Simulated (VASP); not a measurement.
# Re (Rhenium): convergence with the precision settings and SCF threshold

Aim: find what the precision settings and SCF threshold change for Re (Rhenium), and what they cost. The series runs use LDA. The precision settings tried: PREC = Low; PREC = Medium; PREC = Normal; PREC = Single; PREC = Accurate; LREAL = Auto; ADDGRID = .TRUE.; LASPH = .TRUE.. The SCF threshold tried: EDIFF = 0.01; EDIFF = 0.001; EDIFF = 1E-04; EDIFF = 1E-05; EDIFF = 1E-06; EDIFF = 1E-08. The atoms of the start are displaced at random from the sites of a P6_3/mmc cell.

Program: VASP 6.6.1. Level of theory: LDA; plane waves and PAW (Re). Results are calculated unless marked as measured.

## Step 1: Set-up

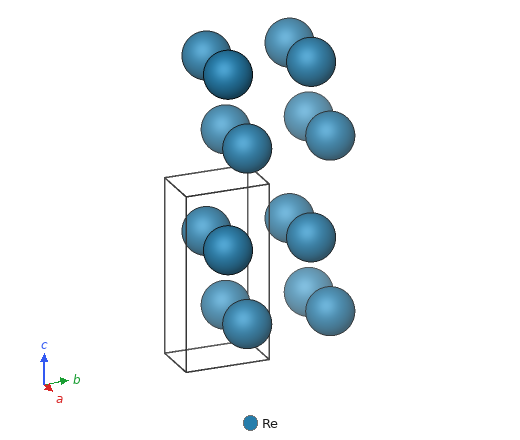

The starting structure, seen slightly off an axis (rhenium blue). 2×2×2 cells are drawn.

## Step 2: Precision settings: PREC = Low

PREC sets the FFT grids, and LREAL, ADDGRID and LASPH trade speed for accuracy. LDA, the lowest rung, knows the local density alone.

File INCAR:

```
SYSTEM = Re
PREC = Low
ENCUT = 400
EDIFF = 1E-06
NELM = 100
ISMEAR = -1
SIGMA = 0.05
LREAL = .FALSE.
ALGO = Normal
GGA = CA
NBANDS = 13
LORBIT = 11
LWAVE = .FALSE.
LCHARG = .FALSE.
KPAR = 2
ISIF = 2
```

File POSCAR:

```
Re
1.0
    2.7608000000      0.0000000000      0.0000000000
   -1.3804000000      2.3909229348      0.0000000000
    0.0000000000      0.0000000000      4.4582000000
Re
2
Direct
    0.3318570000      0.6491250000      0.2640740000
    0.6631690000      0.3322740000      0.7440940000
```

File KPOINTS:

```
Automatic mesh
0
Gamma
9 9 5
0 0 0
```

The projector-augmented-wave data sets are Re (PBE family, release 64).

The run is started by

```
$ mpirun -np 2 vasp_std
```

Output:

```text
[banner, memory and clock lines left out]
running    2 mpi-ranks, on    1 nodes
 distrk:  each k-point on    1 cores,    2 groups
 distr:  one band on    1 cores,    1 groups

 POSCAR found type information on POSCAR Re
 POSCAR found :  1 types and       2 ions
|                                                                             |
|               ----> ADVICE to this user running VASP <----                  |
|                                                                             |
|     You enforced a specific xc type in the INCAR file but a different       |
|     [... a line on the potential file left out ...]
|     I HOPE YOU KNOW WHAT YOU ARE DOING!                                     |
|                                                                             |

 LDA part: xc-table for (Slater(with rela. corr.)+CA(PZ))
 , standard interpolation
 POSCAR, INCAR and KPOINTS ok, starting setup
 FFT: planning ... GRIDC
 FFT: planning ... GRID_SOFT
 FFT: planning ... GRID
 WAVECAR not read
 entering main loop
       N       E                     dE             d eps       ncg     rms          rms(c)
DAV:   1     0.104856150555E+02    0.10486E+02   -0.60510E+03 10538   0.119E+03
DAV:   2    -0.279858776083E+02   -0.38471E+02   -0.34007E+02  8796   0.262E+02
DAV:   3    -0.291272287160E+02   -0.11414E+01   -0.10628E+01  9059   0.496E+01
DAV:   4    -0.291440595452E+02   -0.16831E-01   -0.16564E-01  8445   0.379E+00
DAV:   5    -0.291443795447E+02   -0.32000E-03   -0.31939E-03  8915   0.779E-01    0.533E+01
DAV:   6    -0.279226484583E+02    0.12217E+01   -0.11109E+00  9025   0.297E+01    0.217E+01
DAV:   7    -0.275497782277E+02    0.37287E+00   -0.67933E-01  9306   0.225E+01    0.531E-01
DAV:   8    -0.275376577789E+02    0.12120E-01   -0.81782E-03  9213   0.946E-01    0.259E-01
DAV:   9    -0.275362184816E+02    0.14393E-02   -0.68294E-04  9369   0.260E-01    0.384E-02
DAV:  10    -0.275362300204E+02   -0.11539E-04   -0.25815E-05  8385   0.503E-02    0.225E-02
DAV:  11    -0.275362325439E+02   -0.25235E-05   -0.53068E-06  8151   0.167E-02    0.266E-03
DAV:  12    -0.275362324778E+02    0.66152E-07   -0.67352E-08  4594   0.767E-03
   1 F= -.27536232E+02 E0= -.27528444E+02  d E =-.155762E-01
```

The job ended after 22 s (2 MPI ranks of AMD EPYC 7R43, shared host; peak memory 0.21 GiB; 42 s of CPU time).

The logs omit lines about the potential files and the build; timing stands in the text.

OUTCAR, selected parts (step 2):

```text
ion  position               nearest neighbor table
   1  0.332  0.649  0.264-   2 2.64   2 2.67   2 2.69   2 2.79   2 2.82   2 2.84
   2  0.663  0.332  0.744-   1 2.64   1 2.67   1 2.69   1 2.79   1 2.82   1 2.84

  LATTYP: Found a hexagonal cell.
 ALAT       =     2.7608000000
 C/A-ratio  =     1.6148217908

 Subroutine GETGRP returns: Found  2 space group operations
 (whereof  1 operations were pure point group operations)

The static configuration has the point symmetry C_1 .
 The point group associated with its full space group is S_2 .

 Found    203 irreducible k-points:

   k-points           NKPTS =    203   k-points in BZ     NKDIM =    203   number of bands    NBANDS=     13

   dimension x,y,z NGX =    14 NGY =   14 NGZ =   24
   dimension x,y,z NGXF=    14 NGYF=   14 NGZF=   24

   ENCUT  =  400.0 eV  29.40 Ry    5.42 a.u.   4.50  4.50  7.27*2*pi/ulx,y,z

   NELECT =      14.0000    total number of electrons

 k-points in reciprocal lattice and weights: Automatic mesh
   0.00000000  0.00000000  0.00000000       0.002
   0.11111111 -0.00000000  0.00000000       0.005
   0.00000000  0.11111111  0.00000000       0.005
  -0.11111111  0.11111111  0.00000000       0.005
   0.22222222 -0.00000000  0.00000000       0.005
   0.00000000  0.22222222  0.00000000       0.005
  -0.22222222  0.22222222  0.00000000       0.005
   0.33333333 -0.00000000  0.00000000       0.005
   0.00000000  0.33333333  0.00000000       0.005
[...]
0.33333333  0.33333333  0.40000000       0.005
  -0.33333333 -0.33333333  0.40000000       0.005

 average (electrostatic) potential at core
       1 -38.9142       2 -38.9143

 E-fermi :   7.5543

 k-point     1 :       0.0000    0.0000    0.0000
  band No.  band energies     occupation
    ...
      3       5.9333      2.00000
      4       5.9643      2.00000
      5       6.0154      2.00000
      6       6.7195      2.00000
      7       6.8179      2.00000
      8       7.7058      0.09205
      9       8.0094      0.00022
     10       8.4180      0.00000
     11      10.7968      0.00000
     12      11.2287      0.00000
    ...

 k-point     2 :       0.1111   -0.0000    0.0000
  band No.  band energies     occupation
    ...
      4       6.3434      2.00000
      5       6.4294      2.00000
      6       6.5939      2.00000
      7       6.8466      2.00000
      8       7.0849      1.99983
      9       7.6205      0.42046
     10       7.7898      0.01782
     11      11.2449      0.00000
     12      12.8521      0.00000
     13      17.4707      0.00000

 k-point     3 :       0.0000    0.1111    0.0000
  band No.  band energies     occupation
    ...
      5       6.3989      2.00000
      6       6.6185      2.00000
      7       6.7890      2.00000
      8       7.0509      1.99992
      9       7.5926      0.63472
     10       7.8721      0.00346
     11      11.3874      0.00000
     12      12.7262      0.00000
     13      17.4757      0.00000

  Total       -0.9611601     -1.0938107     -1.1346438     -0.0264124     -0.1744732      0.1245992
  in kB      -52.3294588    -59.5514984    -61.7746177     -1.4379988     -9.4990311      6.7836839
  external PRESSURE =     -57.8851917 kB  Pullay stress =       0.0000000 kB

  energy-cutoff  :      400.00
  volume of cell :       29.43
      direct lattice vectors                 reciprocal lattice vectors
     2.760800000  0.000000000  0.000000000     0.362213851  0.209124264  0.000000000
    -1.380400000  2.390922935  0.000000000     0.000000000  0.418248529  0.000000000
     0.000000000  0.000000000  4.458200000     0.000000000  0.000000000  0.224305774

 POSITION                                       TOTAL-FORCE (eV/Angst)
 -----------------------------------------------------------------------------------
      0.02014      1.55201      1.17729        -0.117495      0.180095     -0.403907
      1.37221      0.79444      3.31732         0.117495     -0.180095      0.403907
 -----------------------------------------------------------------------------------
    total drift:                               -0.000275      0.000096      0.000006

  FREE ENERGIE OF THE ION-ELECTRON SYSTEM (eV)
  ---------------------------------------------------
  free  energy   TOTEN  =       -27.5362324778 eV

  energy  without entropy=      -27.5206563156  energy(sigma->0) =      -27.52844440

 total charge
# of ion       s       p       d       tot
------------------------------------------
    1        0.626   0.661   4.979   6.266
    2        0.626   0.661   4.979   6.266
--------------------------------------------------
tot          1.251   1.322   9.959  12.533

[... 3 further parts left out ...]
```

The k-mesh is coarse for a metal. The PAW data sets were made with PBE, though LDA sets exist; this is a small mismatch. The data set Re keeps the semicore shell frozen, which is cheaper and a little less accurate.

Numbers from this step:

```yaml
scf_cycles: 12
electrons: 14
bands: 13
irreducible_k_points: 203
symmetry_operations: 2
free_energy_toten: -27.54 eV
energy_at_zero_smearing: -27.53 eV
fermi_energy: 7.554 eV
pressure: -5.789 GPa
metallic: yes
```

The series starts at -13.7642 eV an atom and -5.79 GPa, after 12 cycles in 22 s.

## Step 3: Precision settings: PREC = Medium

INCAR, as its differences from that of step 2:

```diff
@@ -1,3 +1,3 @@
 SYSTEM = Re
-PREC = Low
+PREC = Medium
 ENCUT = 400
```

POSCAR is that of step 2.

KPOINTS is that of step 2.

The run is started by

```
$ mpirun -np 2 vasp_std
```

Output:

```text
[banner, memory and clock lines left out]
running    2 mpi-ranks, on    1 nodes
[...]
[... a notice as in an earlier step ...]

 LDA part: xc-table for (Slater(with rela. corr.)+CA(PZ))
 , standard interpolation
 POSCAR, INCAR and KPOINTS ok, starting setup
[...]
entering main loop
       N       E                     dE             d eps       ncg     rms          rms(c)
DAV:   1     0.104858163546E+02    0.10486E+02   -0.60510E+03 10538   0.119E+03
DAV:   2    -0.279857067398E+02   -0.38472E+02   -0.34007E+02  8796   0.262E+02
DAV:   3    -0.291270603063E+02   -0.11414E+01   -0.10628E+01  9059   0.496E+01
DAV:   4    -0.291438912213E+02   -0.16831E-01   -0.16564E-01  8445   0.379E+00
[...]
DAV:  10    -0.275360393349E+02   -0.11540E-04   -0.25814E-05  8385   0.503E-02    0.225E-02
DAV:  11    -0.275360418584E+02   -0.25236E-05   -0.53064E-06  8131   0.167E-02    0.266E-03
DAV:  12    -0.275360417929E+02    0.65549E-07   -0.67434E-08  4594   0.767E-03
   1 F= -.27536042E+02 E0= -.27528253E+02  d E =-.155772E-01
```

Run time: 20 s. Hardware: 2 MPI ranks; peak memory 0.22 GiB; 38 s of CPU time.

Parts of OUTCAR (step 3):

```text
  Total       -0.9651279     -1.0943184     -1.1347101     -0.0264202     -0.1742067      0.1241446
  in kB      -52.5454829    -59.5791372    -61.7782233     -1.4384212     -9.4845178      6.7589387
  external PRESSURE =     -57.9676144 kB  Pullay stress =       0.0000000 kB

 POSITION                                       TOTAL-FORCE (eV/Angst)
 -----------------------------------------------------------------------------------
      0.02014      1.55201      1.17729        -0.116446      0.179551     -0.402974
      1.37221      0.79444      3.31732         0.116446     -0.179551      0.402974
 -----------------------------------------------------------------------------------
    total drift:                                0.000024     -0.000116      0.000064

  FREE ENERGIE OF THE ION-ELECTRON SYSTEM (eV)
  ---------------------------------------------------
  free  energy   TOTEN  =       -27.5360417929 eV

  energy  without entropy=      -27.5204645485  energy(sigma->0) =      -27.52825317

[... 2 parts as in an earlier step ...]

[... 1 further part left out ...]
[key lines of the parts left out:]
E-fermi :   7.5543
```

Against the first of the series the energy moves by +0.10 meV an atom and the pressure by -0.01 GPa, after 12 cycles in 20 s.

## Step 4: Precision settings: PREC = Normal

INCAR, as its differences from that of step 3:

```diff
@@ -1,3 +1,3 @@
 SYSTEM = Re
-PREC = Medium
+PREC = Normal
 ENCUT = 400
```

POSCAR is that of step 3.

KPOINTS is that of step 3.

The run is started by

```
$ mpirun -np 2 vasp_std
```

Output:

```text
[... set-up lines as in an earlier step ...]
 entering main loop
       N       E                     dE             d eps       ncg     rms          rms(c)
DAV:   1     0.104857996788E+02    0.10486E+02   -0.60510E+03 10538   0.119E+03
DAV:   2    -0.279857147265E+02   -0.38472E+02   -0.34007E+02  8796   0.262E+02
DAV:   3    -0.291270680770E+02   -0.11414E+01   -0.10628E+01  9059   0.496E+01
DAV:   4    -0.291438987671E+02   -0.16831E-01   -0.16564E-01  8445   0.379E+00
[...]
DAV:  10    -0.275360464139E+02   -0.11540E-04   -0.25814E-05  8385   0.503E-02    0.225E-02
DAV:  11    -0.275360489387E+02   -0.25248E-05   -0.53067E-06  8146   0.167E-02    0.266E-03
DAV:  12    -0.275360488731E+02    0.65596E-07   -0.67247E-08  4594   0.767E-03
   1 F= -.27536049E+02 E0= -.27528260E+02  d E =-.155773E-01
```

Elapsed: 16 s, on 2 MPI ranks; peak memory 0.22 GiB; 31 s of CPU time.

OUTCAR, selected parts (step 4):

```text
  Total       -0.9639338     -1.0937154     -1.1344423     -0.0258133     -0.1743144      0.1242524
  in kB      -52.4804726    -59.5463078    -61.7636461     -1.4053788     -9.4903843      6.7648034
  external PRESSURE =     -57.9301422 kB  Pullay stress =       0.0000000 kB

 POSITION                                       TOTAL-FORCE (eV/Angst)
 -----------------------------------------------------------------------------------
      0.02014      1.55201      1.17729        -0.116658      0.179717     -0.402511
      1.37221      0.79444      3.31732         0.116658     -0.179717      0.402511
 -----------------------------------------------------------------------------------
    total drift:                               -0.000002     -0.000001      0.000022

  FREE ENERGIE OF THE ION-ELECTRON SYSTEM (eV)
  ---------------------------------------------------
  free  energy   TOTEN  =       -27.5360488731 eV

  energy  without entropy=      -27.5204716171  energy(sigma->0) =      -27.52826025

[... 2 parts as in an earlier step ...]

[... 1 further part left out ...]
[key lines of the parts left out:]
E-fermi :   7.5543
```

Against the first of the series the energy moves by +0.09 meV an atom while the pressure stays within 0.01 GPa, after 12 cycles in 16 s.

## Step 5: Precision settings: PREC = Single

INCAR, as its differences from that of step 4:

```diff
@@ -1,3 +1,3 @@
 SYSTEM = Re
-PREC = Normal
+PREC = Single
 ENCUT = 400
```

POSCAR is that of step 4.

KPOINTS is that of step 4.

The run is started by

```
$ mpirun -np 2 vasp_std
```

Output:

```text
[... set-up lines as in an earlier step ...]
 entering main loop
       N       E                     dE             d eps       ncg     rms          rms(c)
DAV:   1     0.104857809217E+02    0.10486E+02   -0.60510E+03 10538   0.119E+03
DAV:   2    -0.279857173823E+02   -0.38471E+02   -0.34007E+02  8796   0.262E+02
DAV:   3    -0.291270672292E+02   -0.11413E+01   -0.10628E+01  9059   0.496E+01
DAV:   4    -0.291438980480E+02   -0.16831E-01   -0.16564E-01  8445   0.379E+00
[...]
DAV:  10    -0.275360447399E+02   -0.11539E-04   -0.25812E-05  8385   0.503E-02    0.225E-02
DAV:  11    -0.275360472640E+02   -0.25241E-05   -0.53076E-06  8131   0.167E-02    0.266E-03
DAV:  12    -0.275360471978E+02    0.66242E-07   -0.67406E-08  4594   0.767E-03
   1 F= -.27536047E+02 E0= -.27528259E+02  d E =-.155772E-01
```

Elapsed: 24 s, on 2 MPI ranks; peak memory 0.21 GiB.

From OUTCAR (step 5):

```text
  Total       -0.9651329     -1.0943937     -1.1347761     -0.0263851     -0.1741440      0.1241852
  in kB      -52.5457538    -59.5832370    -61.7818186     -1.4365135     -9.4811046      6.7611491
  external PRESSURE =     -57.9702698 kB  Pullay stress =       0.0000000 kB

 POSITION                                       TOTAL-FORCE (eV/Angst)
 -----------------------------------------------------------------------------------
      0.02014      1.55201      1.17729        -0.116368      0.179379     -0.402925
      1.37221      0.79444      3.31732         0.116368     -0.179379      0.402925
 -----------------------------------------------------------------------------------
    total drift:                                0.000033     -0.000168      0.000083

  FREE ENERGIE OF THE ION-ELECTRON SYSTEM (eV)
  ---------------------------------------------------
  free  energy   TOTEN  =       -27.5360471978 eV

  energy  without entropy=      -27.5204699495  energy(sigma->0) =      -27.52825857

[... 2 parts as in an earlier step ...]

[... 1 further part left out ...]
[key lines of the parts left out:]
E-fermi :   7.5543
```

Against the first of the series the energy moves by +0.09 meV an atom and the pressure by -0.01 GPa, after 12 cycles in 24 s.

## Step 6: Precision settings: PREC = Accurate

INCAR, as its differences from that of step 5:

```diff
@@ -1,3 +1,3 @@
 SYSTEM = Re
-PREC = Single
+PREC = Accurate
 ENCUT = 400
```

POSCAR is that of step 5.

KPOINTS is that of step 5.

The run is started by

```
$ mpirun -np 2 vasp_std
```

Output:

```text
[... set-up lines as in an earlier step ...]
 entering main loop
       N       E                     dE             d eps       ncg     rms          rms(c)
DAV:   1     0.104857714564E+02    0.10486E+02   -0.60510E+03 10538   0.119E+03
DAV:   2    -0.279857199311E+02   -0.38471E+02   -0.34007E+02  8796   0.262E+02
DAV:   3    -0.291270695388E+02   -0.11413E+01   -0.10628E+01  9059   0.496E+01
DAV:   4    -0.291439002407E+02   -0.16831E-01   -0.16564E-01  8445   0.379E+00
[...]
DAV:  10    -0.275360480708E+02   -0.11540E-04   -0.25814E-05  8385   0.503E-02    0.225E-02
DAV:  11    -0.275360505946E+02   -0.25238E-05   -0.53068E-06  8131   0.167E-02    0.266E-03
DAV:  12    -0.275360505284E+02    0.66140E-07   -0.67355E-08  4594   0.767E-03
   1 F= -.27536051E+02 E0= -.27528262E+02  d E =-.155773E-01
```

Run time: 25 s. Hardware: 2 MPI ranks; peak memory 0.24 GiB.

OUTCAR, selected parts (step 6):

```text
  Total       -0.9639461     -1.0936857     -1.1344081     -0.0259387     -0.1742892      0.1243103
  in kB      -52.4811401    -59.5446885    -61.7617854     -1.4122087     -9.4890104      6.7679549
  external PRESSURE =     -57.9292046 kB  Pullay stress =       0.0000000 kB

 POSITION                                       TOTAL-FORCE (eV/Angst)
 -----------------------------------------------------------------------------------
      0.02014      1.55201      1.17729        -0.116674      0.179719     -0.402476
      1.37221      0.79444      3.31732         0.116674     -0.179719      0.402476
 -----------------------------------------------------------------------------------
    total drift:                               -0.000004      0.000004      0.000003

  FREE ENERGIE OF THE ION-ELECTRON SYSTEM (eV)
  ---------------------------------------------------
  free  energy   TOTEN  =       -27.5360505284 eV

  energy  without entropy=      -27.5204732752  energy(sigma->0) =      -27.52826190

[... 2 parts as in an earlier step ...]

[... 1 further part left out ...]
[key lines of the parts left out:]
E-fermi :   7.5543
```

Against the first of the series the energy moves by +0.09 meV an atom while the pressure stays within 0.01 GPa, after 12 cycles in 25 s.

[end of part 1 of 3]

[Lines on the potential files, build, host, timing and source positions are cut from VASP's logs without a mark.]

[Logs are printed without paths, hosts, clocks, repeated set-up lines and the standing remarks that a program may print on its own settings, such as how far it seeks lower states.]

[Hosts, paths, dates, database ids (printed as entryN), source tags and the programs' standing remarks are cut or masked in the printed files.]

[A measured line is paired with the nearest computed mode of its activity, which favours agreement.]
